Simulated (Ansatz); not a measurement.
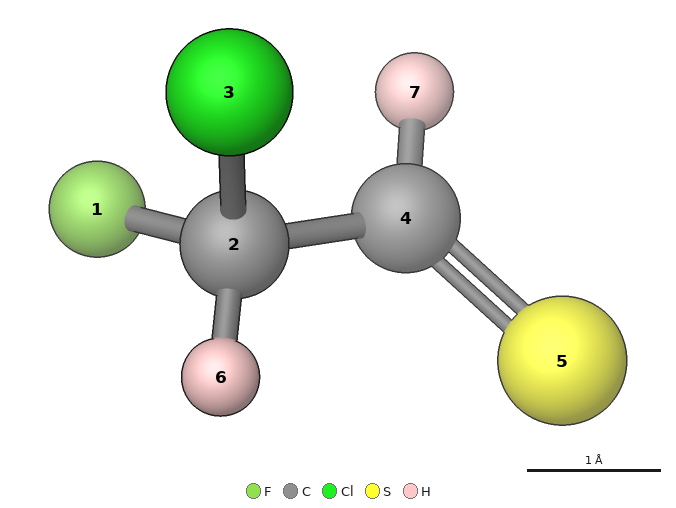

Orthographic view. Atoms fade into the background with distance from the viewer. The geometry was computed by an optimisation with PBE0-D4/def2-TZVP.

Write a MOL file (V2000) with the atoms in numerical order, bonds sorted by atom number with the orders drawn, and coordinates in the frame of the picture: x right, y up, z towards the viewer, origin at the mean position.

```
C2H2ClFS
                    3D

  7  6  0  0  0  0  0  0  0  0999 V2000
   -1.6000    0.1400   -0.5800 F   0  0  0  0  0  0  0  0  0  0  0  0
   -0.5600   -0.1300    0.2500 C   0  0  2  0  0  0  0  0  0  0  0  0
   -0.6000    1.0200    1.6100 Cl  0  0  0  0  0  0  0  0  0  0  0  0
    0.7300    0.0700   -0.4700 C   0  0  0  0  0  0  0  0  0  0  0  0
    1.9100   -1.0100   -0.4700 S   0  0  0  0  0  0  0  0  0  0  0  0
   -0.6700   -1.1300    0.6600 H   0  0  0  0  0  0  0  0  0  0  0  0
    0.8000    1.0300   -0.9900 H   0  0  0  0  0  0  0  0  0  0  0  0
  1  2  1  0
  2  3  1  0
  2  4  1  0
  2  6  1  0
  4  5  2  0
  4  7  1  0
M  END
```
